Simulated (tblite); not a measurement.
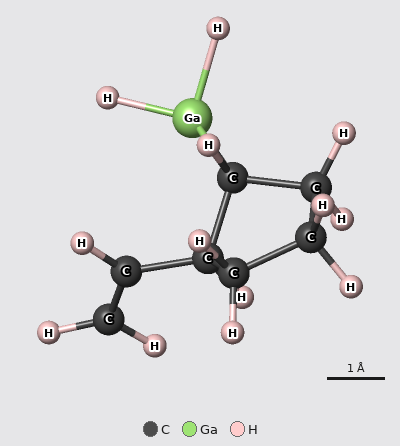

Fig. 1: The structure as given in the input (ball-and-stick view, seen at a tilt). Sticks mark near contacts. Bond lengths as drawn: C–C 1.33 to 1.53 Å, C–Ga 1.91 Å, C–H 1.08 to 1.13 Å and Ga–H 1.58 to 1.68 Å.

## Run report: C7H13Ga, geometry relaxation (part 1 of 2)

The run: geometry relaxation of C7H13Ga. Method and program: GFN2-xTB geometry optimisation, gas phase (tblite 0.8.0).

It belongs to a series of runs on one base structure; here: constitutional isomer.

Log
```
step      E/eV     max force
  0    -618.02655    2.503
  1    -618.31464    1.523
  2    -618.42164    0.938
  3    -618.51624    0.913
  4    -618.57690    0.726
  5    -618.63223    0.704
  6    -618.67149    0.466
  7    -618.69313    0.422
  8    -618.71191    0.266
  9    -618.72449    0.223
 10    -618.73540    0.254
 11    -618.74693    0.249
 12    -618.75967    0.226
 13    -618.77193    0.243
 14    -618.78281    0.277
 15    -618.79312    0.277
 16    -618.80421    0.272
 17    -618.81714    0.268
 18    -618.83091    0.255
 19    -618.84262    0.213
 20    -618.85197    0.176
 21    -618.86191    0.233
 22    -618.87521    0.330
 23    -618.89132    0.339
 24    -618.90741    0.292
 25    -618.92227    0.333
 26    -618.93711    0.395
 27    -618.95357    0.406
 28    -618.97222    0.343
 29    -618.99139    0.334
 30    -619.00861    0.357
 31    -619.02248    0.251
 32    -619.03292    0.243
 33    -619.03976    0.171
 34    -619.04448    0.179
 35    -619.04929    0.156
 36    -619.05422    0.252
 37    -619.05993    0.211
 38    -619.06479    0.128
 39    -619.06884    0.111
 40    -619.07036    0.107
 41    -619.07258    0.090
 42    -619.07370    0.089
 43    -619.07512    0.092
 44    -619.07650    0.078
 45    -619.07776    0.070
 46    -619.07869    0.062
 47    -619.07961    0.062
 48    -619.08067    0.076
 49    -619.08170    0.065
 50    -619.08248    0.056
 51    -619.08310    0.055
 52    -619.08381    0.071
 53    -619.08471    0.071
 54    -619.08550    0.055
 55    -619.08600    0.045
 56    -619.08636    0.041
 57    -619.08675    0.048
 58    -619.08725    0.052
 59    -619.08784    0.055
 60    -619.08842    0.056
 61    -619.08898    0.050
 62    -619.08956    0.048
 63    -619.09022    0.050
 64    -619.09096    0.060
 65    -619.09169    0.058
 66    -619.09231    0.061
 67    -619.09287    0.063
 68    -619.09351    0.057
 69    -619.09434    0.077
 70    -619.09518    0.078
 71    -619.09584    0.052
 72    -619.09632    0.054
 73    -619.09683    0.053
 74    -619.09761    0.081
 75    -619.09839    0.089
 76    -619.09926    0.077
 77    -619.10035    0.095
 78    -619.10199    0.103
 79    -619.10423    0.119
 80    -619.10665    0.112
 81    -619.10866    0.093
 82    -619.11006    0.098
 83    -619.11020    0.154
 84    -619.11252    0.093
 85    -619.11400    0.101
 86    -619.11599    0.133
 87    -619.11745    0.127
 88    -619.11924    0.104
 89    -619.12136    0.099
 90    -619.12369    0.117
 91    -619.12264    0.385
 92    -619.12557    0.134
 93    -619.12740    0.103
 94    -619.12881    0.088
 95    -619.13142    0.091
 96    -619.13383    0.122
 97    -619.13600    0.166
 98    -619.13805    0.104
 99    -619.14074    0.116
100    -619.14275    0.128
101    -619.14441    0.159
102    -619.14710    0.160
103    -619.15138    0.151
104    -619.15615    0.142
105    -619.16324    0.323
106    -619.16000    0.276
107    -619.17791    0.509
108    -619.18553    0.317
109    -619.19694    0.143
110    -619.19999    0.213
111    -619.20382    0.239
112    -619.20773    0.098
113    -619.20955    0.126
114    -619.21189    0.154
115    -619.21427    0.150
116    -619.21712    0.135
117    -619.21991    0.130
118    -619.22262    0.142
119    -619.22455    0.098
120    -619.22658    0.097
121    -619.22852    0.115
122    -619.23068    0.160
123    -619.23236    0.146
124    -619.23425    0.100
125    -619.23576    0.098
126    -619.23707    0.107
127    -619.23818    0.099
128    -619.23955    0.078
129    -619.24082    0.069
130    -619.24178    0.071
131    -619.24256    0.063
132    -619.24342    0.060
133    -619.24451    0.060
134    -619.24571    0.056
135    -619.24677    0.055
136    -619.24763    0.055
137    -619.24837    0.049
138    -619.24900    0.044
139    -619.24947    0.060
140    -619.24989    0.055
141    -619.25035    0.056
142    -619.25086    0.053
143    -619.25126    0.035
144    -619.25156    0.033
145    -619.25180    0.028
146    -619.25201    0.035
147    -619.25221    0.029
148    -619.25240    0.026
149    -619.25260    0.029
150    -619.25282    0.032
151    -619.25300    0.032
152    -619.25315    0.028
153    -619.25330    0.024
154    -619.25345    0.025
155    -619.25358    0.021
156    -619.25368    0.018
157    -619.25376    0.018
158    -619.25383    0.018
159    -619.25391    0.020
160    -619.25398    0.021
161    -619.25402    0.014
162    -619.25406    0.018
163    -619.25412    0.016
164    -619.25419    0.016
165    -619.25428    0.016
166    -619.25438    0.021
167    -619.25447    0.022
168    -619.25457    0.022
169    -619.25467    0.018
170    -619.25475    0.018
171    -619.25483    0.018
172    -619.25489    0.016
173    -619.25494    0.012
174    -619.25498    0.012
175    -619.25501    0.011
176    -619.25504    0.010
177    -619.25506    0.009
```

Trajectory as extended XYZ (Å, eV, eV/Å), 11 of the 178 frames kept, from step=0 to step=177
```
21
Properties=species:S:1:pos:R:3:forces:R:3 step=0 energy=-618.02655
C    -2.2039    1.3781    1.1497   -0.0590  -0.1730   1.0860
C    -1.2938    0.4080    1.2379   -0.6750   0.8670   0.2200
C    -0.5982    0.0306   -0.0177   -1.0200   0.6780   0.1030
C    -0.6931   -1.4099   -0.3819    0.0420  -1.8960   1.0800
C     0.3551   -1.5303   -1.4572   -0.6640  -0.7500  -2.2940
C     1.2180   -0.2874   -1.3896    0.3400   1.0530  -0.0780
C     0.8948    0.2351    0.0143   -0.2530  -1.5590  -0.6920
Ga    1.6560    1.7573    0.8774    1.8140   0.6820   1.3900
H    -2.3749    1.8080    0.1702   -0.3440   0.2030   0.4270
H    -2.7708    1.7177    2.0431    0.4160  -0.1330  -1.0140
H    -1.0759   -0.0717    2.2008    0.0960   0.0440  -0.6070
H    -1.0516    0.6025   -0.8864    0.4280  -0.2840   0.8910
H    -1.6938   -1.7552   -0.6699    0.2310   0.1780  -0.0590
H    -0.3521   -2.0737    0.4559   -0.5310   0.6040  -0.1910
H    -0.2356   -1.5622   -2.4204    1.0110  -0.1450   0.4710
H     0.9635   -2.4342   -1.3749   -0.2070   0.0450  -0.0810
H     2.2918   -0.4791   -1.5206   -0.3090   0.1120  -0.1950
H     0.8390    0.4868   -2.0987    0.5970  -0.5650   0.0890
H     1.3027   -0.5552    0.7009   -0.0700   0.4710   0.0000
H     3.3087    1.4788    0.9992   -0.2400   0.2410  -0.4650
H     1.5051    2.2730    2.3676   -0.6050   0.3300  -0.0810
21
Properties=species:S:1:pos:R:3:forces:R:3 step=18 energy=-618.83091
C    -2.2460    1.4135    1.2619   -0.0230  -0.0870   0.0040
C    -1.3469    0.4432    1.2347    0.2120  -0.0210   0.0290
C    -0.6286    0.0229   -0.0038   -0.1760  -0.1680  -0.0770
C    -0.7284   -1.4549   -0.4352   -0.0130   0.0930  -0.1040
C     0.3520   -1.5719   -1.5363    0.0390   0.0430   0.1050
C     1.2591   -0.3316   -1.3582    0.0100  -0.1590  -0.0880
C     0.9087    0.1302    0.0553   -0.2200  -0.0280   0.0500
Ga    1.8693    1.6317    1.0149    0.0330   0.1110  -0.0360
H    -2.5715    1.9233    0.3663    0.0740  -0.0200   0.0760
H    -2.7160    1.7131    2.1828   -0.0510   0.0320  -0.0120
H    -1.0668   -0.0547    2.1563    0.0650  -0.0780   0.0030
H    -1.0163    0.6279   -0.8279    0.0700   0.1190  -0.0630
H    -1.7120   -1.7427   -0.8109    0.0280   0.0730   0.1240
H    -0.4608   -2.0927    0.4141   -0.2190   0.0200  -0.1030
H    -0.1042   -1.5856   -2.5280    0.0840  -0.0460   0.0660
H     0.9330   -2.4854   -1.3998   -0.0770  -0.0030  -0.1120
H     2.3154   -0.5619   -1.4747    0.1490  -0.1000  -0.0010
H     1.0003    0.4249   -2.1006   -0.0030   0.1070   0.0260
H     1.2097   -0.7133    0.7046    0.1570   0.0330   0.1620
H     3.4548    1.7787    0.8935   -0.0850   0.0170  -0.0440
H     1.2862    2.5022    2.1904   -0.0560   0.0610  -0.0050
21
Properties=species:S:1:pos:R:3:forces:R:3 step=35 energy=-619.04929
C    -2.1457    1.2793    1.4561   -0.0420   0.0290   0.0420
C    -1.2297    0.3437    1.2897    0.0180  -0.0020   0.0190
C    -0.5576    0.0537   -0.0053   -0.0780  -0.0510  -0.0150
C    -0.8619   -1.3213   -0.6233    0.0010   0.0320   0.0030
C     0.3410   -1.5976   -1.5438   -0.0640  -0.0350   0.0100
C     1.3936   -0.5226   -1.2021   -0.0050  -0.1280  -0.0890
C     0.9685   -0.0031    0.1740   -0.1080  -0.0110  -0.0820
Ga    1.7284    1.7699    0.8501   -0.0030   0.0710   0.0550
H    -2.5080    1.8713    0.6325    0.0140   0.0440  -0.0280
H    -2.5805    1.4798    2.4170   -0.0940   0.0240   0.0940
H    -0.8900   -0.2557    2.1273   -0.0550  -0.0280   0.0310
H    -0.8189    0.8201   -0.7473   -0.0010   0.0510   0.0860
H    -1.8054   -1.3231   -1.1709    0.0270   0.0060   0.0660
H    -0.9199   -2.0779    0.1620   -0.0310   0.0540   0.0040
H     0.0504   -1.5316   -2.5918    0.0280  -0.0010  -0.0260
H     0.7220   -2.6039   -1.3716    0.0810   0.0250   0.0070
H     2.4020   -0.9278   -1.2224    0.1410   0.0080   0.0280
H     1.3238    0.2835   -1.9390    0.1050   0.0360   0.0140
H     1.1660   -0.7830    0.9289    0.0690  -0.0150  -0.0910
H     3.2510    2.1946    0.6666    0.0130  -0.0100  -0.0390
H     0.9619    2.8686    1.7127   -0.0150  -0.1000  -0.0880
21
Properties=species:S:1:pos:R:3:forces:R:3 step=53 energy=-619.08471
C    -2.1240    1.2344    1.5557    0.0210  -0.0070   0.0150
C    -1.2265    0.2917    1.3281    0.0270  -0.0020  -0.0210
C    -0.5342    0.0828    0.0217   -0.0020  -0.0160  -0.0440
C    -0.8861   -1.2375   -0.6841   -0.0260  -0.0180   0.0150
C     0.3451   -1.5912   -1.5420   -0.0600  -0.0260   0.0280
C     1.4489   -0.5907   -1.1531   -0.0050  -0.0130  -0.0160
C     0.9920   -0.0291    0.1998    0.0060  -0.0240  -0.0080
Ga    1.7058    1.8000    0.7427    0.0150   0.0070   0.0220
H    -2.4346    1.9197    0.7849    0.0080   0.0340  -0.0360
H    -2.5920    1.3556    2.5165   -0.0350  -0.0010   0.0450
H    -0.9417   -0.3942    2.1180   -0.0280  -0.0370  -0.0020
H    -0.7654    0.9215   -0.6498   -0.0160   0.0120  -0.0060
H    -1.7932   -1.1443   -1.2815    0.0260   0.0110   0.0060
H    -1.0611   -2.0118    0.0657    0.0110   0.0180  -0.0030
H     0.1159   -1.5290   -2.6063    0.0230   0.0090   0.0270
H     0.6659   -2.6113   -1.3305    0.0100  -0.0060  -0.0250
H     2.4265   -1.0702   -1.0941    0.0320   0.0170   0.0090
H     1.5110    0.2107   -1.8960   -0.0200   0.0270  -0.0330
H     1.1731   -0.8004    0.9613    0.0230  -0.0180   0.0360
H     3.1921    2.3276    0.5292   -0.0180  -0.0100   0.0010
H     0.7735    2.8828    1.4135    0.0090   0.0430  -0.0100
21
Properties=species:S:1:pos:R:3:forces:R:3 step=71 energy=-619.09584
C    -2.1011    1.2460    1.5782    0.0430  -0.0090   0.0130
C    -1.2708    0.2502    1.3218   -0.0030  -0.0250  -0.0170
C    -0.5393    0.0713    0.0332   -0.0250  -0.0230  -0.0110
C    -0.8779   -1.2500   -0.6765   -0.0250  -0.0140   0.0070
C     0.3568   -1.5951   -1.5303   -0.0350   0.0110   0.0080
C     1.4392   -0.5676   -1.1521    0.0150  -0.0120   0.0190
C     0.9879   -0.0288    0.2153   -0.0070   0.0180  -0.0020
Ga    1.7056    1.8141    0.7288   -0.0010  -0.0160  -0.0100
H    -2.2883    2.0213    0.8528   -0.0220   0.0230   0.0040
H    -2.6286    1.3195    2.5144    0.0150   0.0430  -0.0020
H    -1.1083   -0.5269    2.0588    0.0190  -0.0280   0.0220
H    -0.7667    0.9169   -0.6323   -0.0180  -0.0180  -0.0030
H    -1.7864   -1.1652   -1.2722    0.0220   0.0150  -0.0140
H    -1.0458   -2.0250    0.0739   -0.0010   0.0070  -0.0020
H     0.1253   -1.5445   -2.5938    0.0280  -0.0050  -0.0100
H     0.6948   -2.6090   -1.3103    0.0130   0.0410  -0.0210
H     2.4312   -1.0180   -1.1159    0.0460   0.0010   0.0240
H     1.4678    0.2435   -1.8896   -0.0440  -0.0120   0.0080
H     1.1878   -0.8046    0.9696   -0.0070   0.0250  -0.0070
H     3.2134    2.2882    0.5387   -0.0040  -0.0130   0.0130
H     0.7946    2.9807    1.2870   -0.0070  -0.0080  -0.0180
21
Properties=species:S:1:pos:R:3:forces:R:3 step=88 energy=-619.11924
C    -1.9538    1.2692    1.7036    0.0890  -0.0400  -0.0220
C    -1.3619    0.1482    1.3233   -0.0330   0.0250   0.0200
C    -0.6196    0.0111    0.0349   -0.0210   0.0000  -0.0060
C    -0.8876   -1.2906   -0.7428   -0.0090   0.0320  -0.0110
C     0.4106   -1.5990   -1.5156   -0.0340  -0.0400   0.0020
C     1.4218   -0.5213   -1.0990   -0.0080  -0.0120  -0.0030
C     0.9058   -0.0155    0.2574   -0.0110   0.0110   0.0110
Ga    1.6348    1.8485    0.6557   -0.0280  -0.0120   0.0260
H    -1.9578    2.1408    1.0629    0.0030  -0.0240   0.0570
H    -2.4547    1.3649    2.6531   -0.0030  -0.0130  -0.0370
H    -1.3740   -0.7277    1.9625    0.0240   0.0310  -0.0160
H    -0.8633    0.8780   -0.5967    0.0050  -0.0220  -0.0540
H    -1.7329   -1.1793   -1.4229   -0.0160   0.0030   0.0740
H    -1.1211   -2.1003   -0.0456    0.0330   0.0890  -0.0420
H     0.2430   -1.5820   -2.5917    0.0050   0.0220  -0.0300
H     0.7771   -2.5931   -1.2638    0.0420  -0.0220   0.0660
H     2.4437   -0.9001   -1.0346   -0.0040  -0.0180  -0.0300
H     1.4063    0.2991   -1.8272    0.0150  -0.0030  -0.0300
H     1.1319   -0.7725    1.0210    0.0020  -0.0050   0.0000
H     3.1922    2.1888    0.6553   -0.0340  -0.0100   0.0410
H     0.7507    3.1498    0.8099   -0.0160   0.0070  -0.0170
```
